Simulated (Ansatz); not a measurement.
**CH8GaN (built from SMILES C[NH][GaH2].[H][H]): search for a transition state**

Wanted: the transition state of a four-centre ligand exchange (form Ga1–H7, N2–H6 and break Ga1–N2, H6–H7). The guess is relaxed with those distances held, a saddle search follows, and vibrations and two downhill relaxations check it.

Computed with Ansatz 0.2.0, Gaussian basis. Level: PBE0-D4, def2-SVP first, then def2-TZVP.

152 further runs of the same task are left out: 152 set aside as unsound or not needed.

### 1 The system as given

The guess: 11 atoms, charge 0, spin multiplicity 1.

Atoms are counted from 1 here; the program's logs count them from 0.

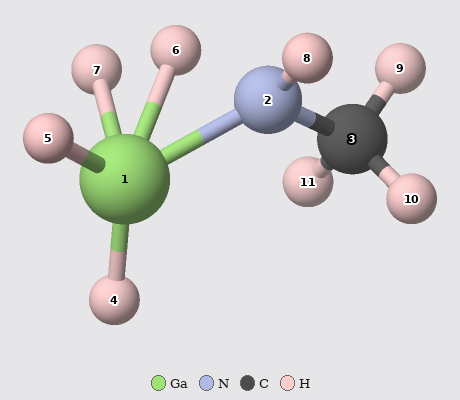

Start geometry, drawn with gallium green, nitrogen light blue, carbon dark grey, hydrogen pink; atoms are numbered from 1 in the order of the file.

Geometry (Å):

```xyz
11

Ga   -0.72670    1.29270   -0.42880
N     0.46490    0.10800    0.54580
C     0.16350   -1.32530    0.57430
H    -2.15520    0.80440   -0.79770
H    -0.39230    2.79500   -0.25240
H     0.87860    0.38020   -0.86580
H     0.50880    0.68800   -1.83730
H     1.02390    0.34930    1.36010
H     1.07920   -1.92420    0.57180
H    -0.42840   -1.59960    1.45230
H    -0.41640   -1.56860   -0.32210
```

Distances that are to change: Ga1–H7 1.97 Å, N2–H6 1.50 Å, Ga1–N2 1.94 Å, H6–H7 1.08 Å.

### 2 Relaxing the guess with the reacting distances held

hold/in.yaml

```yaml
crystal:
  periodic: [false, false, false]
  atoms:
    - {symbol: Ga, position_ang: [-0.726700, 1.292700, -0.428800]}
    - {symbol: N, position_ang: [0.464900, 0.108000, 0.545800]}
    - {symbol: C, position_ang: [0.163500, -1.325300, 0.574300]}
    - {symbol: H, position_ang: [-2.155200, 0.804400, -0.797700]}
    - {symbol: H, position_ang: [-0.392300, 2.795000, -0.252400]}
    - {symbol: H, position_ang: [0.878600, 0.380200, -0.865800]}
    - {symbol: H, position_ang: [0.508800, 0.688000, -1.837300]}
    - {symbol: H, position_ang: [1.023900, 0.349300, 1.360100]}
    - {symbol: H, position_ang: [1.079200, -1.924200, 0.571800]}
    - {symbol: H, position_ang: [-0.428400, -1.599600, 1.452300]}
    - {symbol: H, position_ang: [-0.416400, -1.568600, -0.322100]}
basis:
  gaussian: {orbitals: def2-SVP}
hamiltonian: {xc: pbe0, dispersion: d4}
relax: {f_tol: 0.04, max_steps: 150, escape_saddle: false, constraints: [{distance: [0, 6]}, {distance: [1, 5]}, {distance: [0, 1]}, {distance: [5, 6]}]}
```

Command:

```bash
> ansatz run in.yaml --threads 4 --pin off --events-out ev --progress --plain --max-ram 9574MiB
```

The log of the run, shortened:

```text
Functional definition: PBE0
  name "PBE0"
  cite "Adamo & Barone, J. Chem. Phys. 110, 6158 (1999) doi:10.1063/1.478522"
  cite "Perdew, Burke & Ernzerhof, Phys. Rev. Lett. 77, 3865 (1996) doi:10.1103/PhysRevLett.77.3865"
  parent pbe
[...]
1106 factors; integrals over basis functions are off by at most 2.9e-4 eV
[...]
mean field -55014.78957631 eV, -2021.7562265656 hartree, gradient 3.0e-5 eV, S^2 0.000000; 0 other end points of the search recorded, 0 dependent functions left out
[...]
reference -55014.78960710 eV, -2021.7562276970 hartree; 26, 26 occupied and 74, 74 virtual orbitals, 1106 factors
relax step   1: F+E_penalty+E_count = -55014.96041292 eV  Δ(F+E_penalty+E_count) = +0.000e0 eV  max|allowed force component| = 8.305e-1 eV/Å  Δτ_max = 0.0000 Å  (25 SCF iters, accepted)
[...]
relax step   6: F+E_penalty+E_count = -55015.06809477 eV  Δ(F+E_penalty+E_count) = -8.939e-3 eV  max|allowed force component| = 9.078e-2 eV/Å  Δτ_max = 0.0294 Å  (25 SCF iters, accepted)
[...]
relax step   7: F+E_penalty+E_count = -55015.06890643 eV  Δ(F+E_penalty+E_count) = -8.117e-4 eV  max|allowed force component| = 3.974e-2 eV/Å  Δτ_max = 0.0426 Å  (27 SCF iters, accepted)
  distance Ga 0 - H 6 held at 1.968755 Å   reaction = +2.3622e-1 eV/Å
  distance N 1 - H 5 held at 1.495946 Å   reaction = +6.7051e-1 eV/Å
  distance Ga 0 - N 1 held at 1.942491 Å   reaction = -3.5722e-1 eV/Å
  distance H 5 - H 6 held at 1.084115 Å   reaction = +1.0190e0 eV/Å
1106 factors; integrals over basis functions are off by at most 3.6e-4 eV
mean field -55014.89984697 eV, -2021.7602789376 hartree, gradient 5.7e-5 eV, S^2 0.000000; 1 other end points of the search recorded, 0 dependent functions left out
[...]
reference -55014.89987744 eV, -2021.7602800574 hartree; 26, 26 occupied and 74, 74 virtual orbitals, 1106 factors
Total energy: -55015.06893690 eV, -2021.7664928780 hartree
Atom 0 at    -0.719478     1.306835    -0.420426 Å, force    -0.047772     0.218863    -0.291017 eV/Å
Atom 1 at     0.489769     0.033893     0.410603 Å, force     0.370113    -0.104033    -0.492064 eV/Å
Atom 2 at     0.124240    -1.347721     0.636510 Å, force     0.021019    -0.002870     0.005489 eV/Å
Atom 3 at    -2.058271     0.664246    -0.908112 Å, force     0.013738     0.002074    -0.009611 eV/Å
Atom 4 at    -0.434773     2.786146    -0.004546 Å, force    -0.010531     0.011986    -0.021991 eV/Å
Atom 5 at     0.844194     0.412714    -0.992513 Å, force    -0.425246     0.345584    -0.207881 eV/Å
Atom 6 at     0.557614     0.966213    -1.879539 Å, force     0.103127    -0.470591     1.019564 eV/Å
Atom 7 at     1.143048     0.388216     1.105625 Å, force    -0.021426     0.020169    -0.013796 eV/Å
Atom 8 at     1.011038    -1.990908     0.766587 Å, force    -0.006870    -0.013081     0.004722 eV/Å
Atom 9 at    -0.526614    -1.487174     1.520329 Å, force     0.003657    -0.009431    -0.001993 eV/Å
Atom 10 at    -0.430868    -1.732559    -0.234318 Å, force     0.000192     0.001330     0.008579 eV/Å
Dipole moment:     0.156922    -0.252387     0.335770 e Å
```

Wall time 12 s (4 threads of Arm Neoverse V1, shared host).

Relaxation path: (the energy doesn't fall at every step)

| step | energy from step 1 (eV) | largest force component (eV/Å) |
| --- | --- | --- |
| 1 | 0.0000 | 0.8305 |
| 2 | -0.0683 | 0.4987 |
| 3 | -0.0919 | 0.1792 |
| 4 | -0.0987 | 0.2318 |
| 5 | -0.0957 | 0.2971 |
| 6 | -0.1077 | 0.0908 |
| 7 | -0.1085 | 0.0397 |

Distances of close pairs at the start and the end, largest changes first:

| bond | before (Å) | after (Å) | change (Å) |
| --- | --- | --- | --- |
| N2–C3 | 1.465 | 1.447 | -0.018 |
| Ga1–H5 | 1.549 | 1.563 | +0.014 |
| C3–H10 | 1.094 | 1.106 | +0.013 |
| C3–H9 | 1.094 | 1.103 | +0.009 |
| Ga1–H4 | 1.554 | 1.563 | +0.009 |
| Ga1–H6 | 1.898 | 1.890 | -0.008 |
| C3–H11 | 1.095 | 1.102 | +0.007 |
| N2–H8 | 1.017 | 1.018 | +0.001 |

### 3 A starting Hessian

hessian/in.yaml

```yaml
crystal:
  periodic: [false, false, false]
  atoms:
    - {symbol: Ga, position_ang: [-0.719478, 1.306835, -0.420426]}
    - {symbol: N, position_ang: [0.489769, 0.033893, 0.410603]}
    - {symbol: C, position_ang: [0.124240, -1.347721, 0.636510]}
    - {symbol: H, position_ang: [-2.058271, 0.664246, -0.908112]}
    - {symbol: H, position_ang: [-0.434773, 2.786146, -0.004546]}
    - {symbol: H, position_ang: [0.844194, 0.412714, -0.992513]}
    - {symbol: H, position_ang: [0.557614, 0.966213, -1.879539]}
    - {symbol: H, position_ang: [1.143048, 0.388216, 1.105625]}
    - {symbol: H, position_ang: [1.011038, -1.990908, 0.766587]}
    - {symbol: H, position_ang: [-0.526614, -1.487174, 1.520329]}
    - {symbol: H, position_ang: [-0.430868, -1.732559, -0.234318]}
basis:
  gaussian: {orbitals: def2-SVP}
hamiltonian: {xc: pbe0, dispersion: d4}
phonons: {}
scf: {lower_state_search: off}
```

Command:

```bash
> ansatz run in.yaml --threads 4 --pin off --events-out ev --progress --plain --max-ram 9574MiB
```

The log of the run, shortened:

```text
[... 5 set-up lines as earlier in the session ...]
[...]
1106 factors; integrals over basis functions are off by at most 3.6e-4 eV
[...]
mean field -55014.89982676 eV, -2021.7602781951 hartree, gradient 4.8e-6 eV, S^2 0.000000; 0 other end points of the search recorded, 0 dependent functions left out
[...]
reference -55014.89985752 eV, -2021.7602793253 hartree; 26, 26 occupied and 74, 74 virtual orbitals, 1106 factors
[... from here to the last solve, the lines of the solves are left out (65 solves) ...]
1106 factors; integrals over basis functions are off by at most 3.6e-4 eV
mean field -55014.89972993 eV, -2021.7602746365 hartree, gradient 2.3e-6 eV, S^2 0.000000; 0 other end points of the search recorded, 0 dependent functions left out
[...]
WARN: phonons: modes at or below zero, which the zero-point energy, F, S and C_V leave out: 1, the lowest at -1523.38 cm⁻¹. A minimum has none, and a first-order saddle one
[...]
Atom 4 at    -0.434773     2.786146    -0.004546 Å, force    -0.010556     0.011997    -0.021955 eV/Å
Atom 5 at     0.844194     0.412714    -0.992513 Å, force    -0.425609     0.345858    -0.208034 eV/Å
Atom 6 at     0.557614     0.966213    -1.879539 Å, force     0.103303    -0.470487     1.018938 eV/Å
Atom 7 at     1.143048     0.388216     1.105625 Å, force    -0.021475     0.020160    -0.013733 eV/Å
Atom 8 at     1.011038    -1.990908     0.766587 Å, force    -0.006872    -0.013067     0.004788 eV/Å
Atom 9 at    -0.526614    -1.487174     1.520329 Å, force     0.003631    -0.009414    -0.001979 eV/Å
Atom 10 at    -0.430868    -1.732559    -0.234318 Å, force     0.000282     0.001620     0.008536 eV/Å
Dipole moment:     0.156921    -0.252390     0.335771 e Å
Vibrations: -1523.38 171.71 209.15 256.47 456.67 537.48 602.46 637.36 695.98 721.13 801.47 1059.03 1132.40 1144.45 1349.79 1412.77 1456.21 1459.68 1473.91 1488.62 1719.29 1993.19 2003.17 3013.16 3092.08 3129.22 3591.93 cm⁻¹, zero-point energy 2.207464 eV
Checks for a lower state left out: stability, starts, cluster_reference, orbital_swaps, neighbouring_geometries, increment
```

It took 61 s on 4 threads of Arm Neoverse V1, shared host.

The structure is not stationary yet, so these wavenumbers are no spectrum; the search needs only the force constants.

### 4 Saddle search in the small basis

A small driver takes partitioned rational-function steps: uphill along one mode, downhill along the rest. It calls the program once a step for energy and forces and updates the Hessian by Bofill's formula. It stops when the largest force is under 0.04 eV/Å and the followed curvature is negative. The first step's input:

presaddle/in.yaml

```yaml
crystal:
  periodic: [false, false, false]
  atoms:
    - {symbol: Ga, position_ang: [-0.719478, 1.306835, -0.420426]}
    - {symbol: N, position_ang: [0.489769, 0.033893, 0.410603]}
    - {symbol: C, position_ang: [0.124240, -1.347721, 0.636510]}
    - {symbol: H, position_ang: [-2.058271, 0.664246, -0.908112]}
    - {symbol: H, position_ang: [-0.434773, 2.786146, -0.004546]}
    - {symbol: H, position_ang: [0.844194, 0.412714, -0.992513]}
    - {symbol: H, position_ang: [0.557614, 0.966213, -1.879539]}
    - {symbol: H, position_ang: [1.143048, 0.388216, 1.105625]}
    - {symbol: H, position_ang: [1.011038, -1.990908, 0.766587]}
    - {symbol: H, position_ang: [-0.526614, -1.487174, 1.520329]}
    - {symbol: H, position_ang: [-0.430868, -1.732559, -0.234318]}
basis:
  gaussian: {orbitals: def2-SVP}
hamiltonian: {xc: pbe0, dispersion: d4}
output: {forces: true}
scf: {lower_state_search: off}
```

Command:

```bash
> ansatz run in.yaml --threads 4 --pin off --events-out ev --progress --plain --max-ram 9574MiB
```

The driver's record:

| step | energy (eV) | largest force (eV/Å) | followed curvature (eV/Å²) |
| --- | --- | --- | --- |
| 1 | -55015.06890 | 1.0189 | -12.53 |
| 2 | -55015.14921 | 0.3589 | -12.11 |
| 3 | -55015.15423 | 0.0546 | -12.21 |
| 4 | -55015.15445 | 0.0072 | -12.20 |

The 4 steps took 4.2 s in all (4 threads of Arm Neoverse V1, shared host).

### 5 Saddle search in triple zeta

A small driver takes partitioned rational-function steps: uphill along one mode, downhill along the rest. It calls the program once a step for energy and forces and updates the Hessian by Bofill's formula. It stops when the largest force is under 0.01 eV/Å and the followed curvature is negative. The first step's input:

saddle/in.yaml

```yaml
crystal:
  periodic: [false, false, false]
  atoms:
    - {symbol: Ga, position_ang: [-0.723589, 1.319401, -0.424603]}
    - {symbol: N, position_ang: [0.512653, 0.018152, 0.380264]}
    - {symbol: C, position_ang: [0.131796, -1.353923, 0.635777]}
    - {symbol: H, position_ang: [-2.052249, 0.680179, -0.942071]}
    - {symbol: H, position_ang: [-0.443617, 2.802164, -0.018668]}
    - {symbol: H, position_ang: [0.806865, 0.436596, -1.004104]}
    - {symbol: H, position_ang: [0.555464, 0.949000, -1.785549]}
    - {symbol: H, position_ang: [1.147880, 0.382609, 1.087153]}
    - {symbol: H, position_ang: [1.012076, -2.006450, 0.768279]}
    - {symbol: H, position_ang: [-0.512762, -1.478935, 1.527268]}
    - {symbol: H, position_ang: [-0.434617, -1.748893, -0.223546]}
basis:
  gaussian: {orbitals: def2-TZVP}
hamiltonian: {xc: pbe0, dispersion: d4}
output: {forces: true}
scf: {lower_state_search: off}
```

Command:

```bash
> ansatz run in.yaml --threads 4 --pin off --events-out ev --progress --plain --max-ram 9574MiB
```

Step by step:

| step | energy (eV) | largest force (eV/Å) | followed curvature (eV/Å²) |
| --- | --- | --- | --- |
| 1 | -55024.78942 | 0.3552 | -12.20 |
| 2 | -55024.79513 | 0.0208 | -12.07 |
| 3 | -55024.79542 | 0.0202 | -12.09 |
| 4 | -55024.79544 | 0.0183 | -12.01 |
| 5 | -55024.79544 | 0.0019 | -11.58 |

The 5 steps took 7 s in all (4 threads of Arm Neoverse V1, shared host).

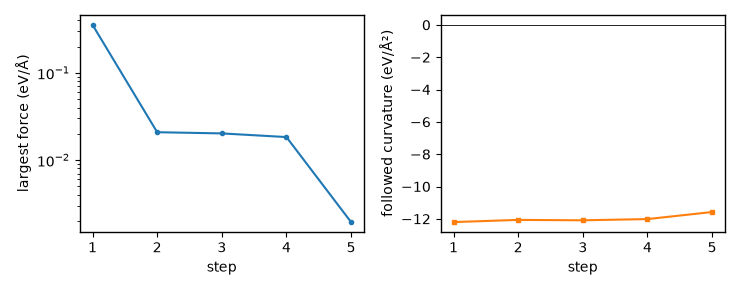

Largest force and followed curvature during the search.

Geometry at the end of the search:

```xyz
11
CH8GaN
Ga   -0.72163    1.31776   -0.41952
N     0.52702    0.02999    0.39108
C     0.13717   -1.34691    0.61822
H    -2.06818    0.67824   -0.88352
H    -0.42407    2.80453   -0.04868
H     0.79979    0.42120   -0.98110
H     0.53029    0.89890   -1.77971
H     1.13872    0.38360    1.11399
H     1.00759   -1.99013    0.78236
H    -0.54155   -1.47091    1.47186
H    -0.38524   -1.72637   -0.26479
```

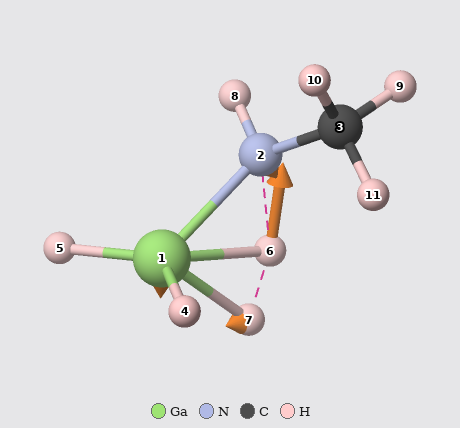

The point found; broken lines mark the pairs that react, arrows the followed mode.

### 6 Checking the order of the point

vib/in.yaml

```yaml
crystal:
  periodic: [false, false, false]
  atoms:
    - {symbol: Ga, position_ang: [-0.721631, 1.317758, -0.419515]}
    - {symbol: N, position_ang: [0.527024, 0.029989, 0.391078]}
    - {symbol: C, position_ang: [0.137165, -1.346906, 0.618224]}
    - {symbol: H, position_ang: [-2.068175, 0.678236, -0.883523]}
    - {symbol: H, position_ang: [-0.424068, 2.804532, -0.048682]}
    - {symbol: H, position_ang: [0.799785, 0.421199, -0.981097]}
    - {symbol: H, position_ang: [0.530288, 0.898905, -1.779705]}
    - {symbol: H, position_ang: [1.138718, 0.383600, 1.113993]}
    - {symbol: H, position_ang: [1.007587, -1.990132, 0.782356]}
    - {symbol: H, position_ang: [-0.541552, -1.470911, 1.471861]}
    - {symbol: H, position_ang: [-0.385241, -1.726370, -0.264789]}
basis:
  gaussian: {orbitals: def2-TZVP}
hamiltonian: {xc: pbe0, dispersion: d4}
phonons: {temperatures: {t_min: 298.15, t_max: 900, t_step: 200}}
```

Command:

```bash
> ansatz run in.yaml --threads 4 --pin off --events-out ev --progress --plain --max-ram 9574MiB
```

The log of the run, shortened:

```text
[... 5 set-up lines as earlier in the session ...]
[...]
1100 factors; their error is unknown
[...]
mean field -55024.63434299 eV, -2022.1180150680 hartree, gradient 1.4e-5 eV, S^2 0.000000; 0 other end points of the search recorded, 0 dependent functions left out
[...]
reference -55024.63437606 eV, -2022.1180162834 hartree; 26, 26 occupied and 132, 132 virtual orbitals, 1100 factors
[... from here to the last solve, the lines of the solves are left out (65 solves) ...]
1100 factors; their error is unknown
mean field -55024.63426609 eV, -2022.1180122420 hartree, gradient 1.4e-6 eV, S^2 0.000000; 0 other end points of the search recorded, 0 dependent functions left out
[...]
WARN: phonons: modes at or below zero, which the zero-point energy, F, S and C_V leave out: 1, the lowest at -1258.14 cm⁻¹. A minimum has none, and a first-order saddle one
[...]
Atom 3 at    -2.068175     0.678236    -0.883523 Å, force    -0.000102     0.000009    -0.000330 eV/Å
Atom 4 at    -0.424068     2.804532    -0.048682 Å, force    -0.000116     0.000020    -0.000149 eV/Å
Atom 5 at     0.799785     0.421199    -0.981097 Å, force    -0.000202    -0.000722     0.001221 eV/Å
Atom 6 at     0.530288     0.898905    -1.779705 Å, force    -0.000666     0.000890    -0.000290 eV/Å
Atom 7 at     1.138718     0.383600     1.113993 Å, force    -0.001015    -0.000595    -0.001943 eV/Å
Atom 8 at     1.007587    -1.990132     0.782356 Å, force    -0.000504     0.000375     0.000019 eV/Å
Atom 9 at    -0.541552    -1.470911     1.471861 Å, force     0.000318     0.000285    -0.000682 eV/Å
Atom 10 at    -0.385241    -1.726370    -0.264789 Å, force     0.000207    -0.000138     0.000182 eV/Å
Dipole moment:     0.134803    -0.192448     0.276535 e Å
Vibrations: -1258.14 133.24 180.77 200.71 445.73 509.48 574.44 645.65 685.09 717.28 837.76 1055.91 1108.27 1144.13 1341.97 1395.18 1455.77 1485.98 1508.10 1711.43 1880.97 1989.44 2000.37 3005.76 3065.75 3098.14 3579.90 cm⁻¹, zero-point energy 2.216667 eV
```

Wall time 95 s (4 threads of Arm Neoverse V1, shared host).

Wavenumbers and character of the modes:

| mode | wavenumber (cm⁻¹) | character |
| --- | --- | --- |
| 1 | 1258i | changes Ga1–H7, N2–H6, H6–H7 |
| 2 | 133 | torsion |
| 3 | 181 | torsion |
| 4 | 201 | bend |
| 5 | 446 | bend |
| 6 | 509 | Ga–N stretch |
| 7 | 574 | torsion with bend |
| 8 | 646 | torsion with bend |
| 9 | 685 | torsion with bend |
| 10 | 717 | bend |
| 11 | 838 | Ga–H stretch with bend |
| 12 | 1056 | bend |
| 13 | 1108 | C–N stretch |
| 14 | 1144 | bend |
| 15 | 1342 | bend |
| 16 | 1395 | bend |
| 17 | 1456 | bend |
| 18 | 1486 | bend |
| 19 | 1508 | bend |
| 20 | 1711 | Ga–H stretch |
| 21 | 1881 | bend with Ga–H stretch |
| 22 | 1989 | Ga–H stretch |
| 23 | 2000 | Ga–H stretch |
| 24 | 3006 | C–H stretch |
| 25 | 3066 | C–H stretch |
| 26 | 3098 | C–H stretch |
| 27 | 3580 | N–H stretch |

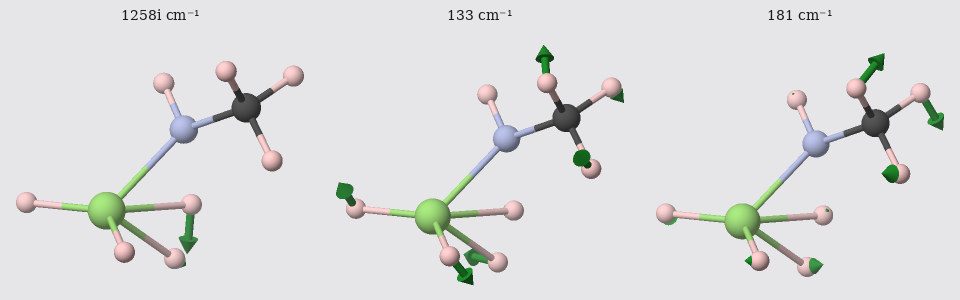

Displacements of 3 modes, as arrows.

Vibrational sums (real modes only):

| T (K) | entropy (J/mol/K) | heat capacity (J/mol/K) |
| --- | --- | --- |
| 298 | 44.9 | 58.1 |
| 498 | 84.1 | 96.4 |
| 698 | 121.5 | 125.4 |
| 898 | 155.8 | 146.4 |

### 7 Relaxing after a step of 0.30 Å one way along the mode

downa/in.yaml

```yaml
crystal:
  periodic: [false, false, false]
  atoms:
    - {symbol: Ga, position_ang: [-0.716575, 1.365593, -0.549168]}
    - {symbol: N, position_ang: [0.586757, 0.023678, 0.287874]}
    - {symbol: C, position_ang: [0.151333, -1.346905, 0.591106]}
    - {symbol: H, position_ang: [-2.085688, 0.677480, -0.864787]}
    - {symbol: H, position_ang: [-0.431998, 2.809282, -0.029184]}
    - {symbol: H, position_ang: [0.815628, 0.293712, -0.709995]}
    - {symbol: H, position_ang: [0.446401, 0.948766, -1.765546]}
    - {symbol: H, position_ang: [1.139704, 0.389017, 1.076342]}
    - {symbol: H, position_ang: [1.009038, -1.997591, 0.787955]}
    - {symbol: H, position_ang: [-0.534512, -1.427734, 1.451332]}
    - {symbol: H, position_ang: [-0.380187, -1.735399, -0.275728]}
basis:
  gaussian: {orbitals: def2-TZVP}
hamiltonian: {xc: pbe0, dispersion: d4}
relax: {f_tol: 0.005, max_steps: 200}
```

Command:

```bash
> ansatz run in.yaml --threads 4 --pin off --events-out ev --progress --plain --max-ram 9574MiB
```

The log of the run, shortened:

```text
[... 5 set-up lines as earlier in the session ...]
[...]
1100 factors; their error is unknown
[...]
mean field -55025.15033581 eV, -2022.1369774544 hartree, gradient 1.4e-5 eV, S^2 0.000000; 0 other end points of the search recorded, 0 dependent functions left out
[...]
reference -55025.15036899 eV, -2022.1369786738 hartree; 26, 26 occupied and 132, 132 virtual orbitals, 1100 factors
relax step   1: F+E_penalty+E_count = -55025.30659456 eV  Δ(F+E_penalty+E_count) = +0.000e0 eV  max|allowed force component| = 2.492e0 eV/Å  Δτ_max = 0.0000 Å  (27 SCF iters, accepted)
[...]
Atom 1 at     0.594844     0.063201     0.412039 Å, force     0.000311     0.000119    -0.000641 eV/Å
Atom 2 at     0.204770    -1.348961     0.354482 Å, force    -0.001229    -0.001293    -0.002613 eV/Å
Atom 3 at    -2.044244     1.034921     0.062152 Å, force    -0.001122     0.001473     0.000979 eV/Å
Atom 4 at     0.024667     2.728840    -0.404285 Å, force    -0.000186     0.000162     0.000264 eV/Å
Atom 5 at     1.534818     0.190781     0.053241 Å, force     0.001819    -0.000231    -0.002091 eV/Å
Atom 6 at    -0.489094     0.697266    -2.129034 Å, force     0.001053     0.000209    -0.000915 eV/Å
Atom 7 at     0.601053     0.394844     1.370428 Å, force     0.000224     0.000746     0.002704 eV/Å
Atom 8 at     0.877658    -1.994374     0.924699 Å, force    -0.001340     0.000644     0.000485 eV/Å
Atom 9 at    -0.807858    -1.448328     0.744631 Å, force     0.000645    -0.000192    -0.000706 eV/Å
Atom 10 at     0.195908    -1.667436    -0.687712 Å, force     0.001037     0.001024     0.002297 eV/Å
Dipole moment:     0.618669    -0.665838     0.542101 e Å
```

It took 40 s on 4 threads of Arm Neoverse V1, shared host.

Along the way: (the energy doesn't fall at every step)

| step | energy from step 1 (eV) | largest force component (eV/Å) |
| --- | --- | --- |
| 1 | 0.0000 | 2.4924 |
| 2 | -0.5119 | 1.6592 |
| 3 | -0.7662 | 2.3124 |
| 4 | -0.9517 | 1.5250 |
| 5 | -1.0632 | 0.9554 |
| 6 | -1.0537 | 0.7553 |
| 7 | -1.1073 | 0.1543 |
| 8 | -1.1129 | 0.0408 |
| 9 | -1.1160 | 0.1309 |
| 10 | -1.1181 | 0.1435 |
| 11 | -1.1219 | 0.1486 |
| 12 | -1.1264 | 0.2006 |
| 13 | -1.1312 | 0.1703 |
| 14 | -1.1377 | 0.0400 |
| 15 | -1.1387 | 0.0732 |
| 16 | -1.1400 | 0.0712 |
| 17 | -1.1406 | 0.0550 |
| 18 | -1.1408 | 0.0343 |
| 19 | -1.1409 | 0.0082 |
| 20 | -1.1409 | 0.0027 |

Close pairs (by a distance rule), those that changed most:

| bond | before (Å) | after (Å) | change (Å) |
| --- | --- | --- | --- |
| Ga1–H6 | 1.877 | 2.621 | +0.745 |
| Ga1–H7 | 1.734 | 1.583 | -0.150 |
| Ga1–N2 | 2.049 | 2.133 | +0.083 |
| N2–H6 | 1.059 | 1.014 | -0.045 |
| Ga1–H5 | 1.561 | 1.583 | +0.022 |
| Ga1–H4 | 1.564 | 1.583 | +0.019 |
| N2–H8 | 1.030 | 1.014 | -0.016 |
| C3–H10 | 1.103 | 1.090 | -0.013 |

(Part 1 of 2 ends here.)
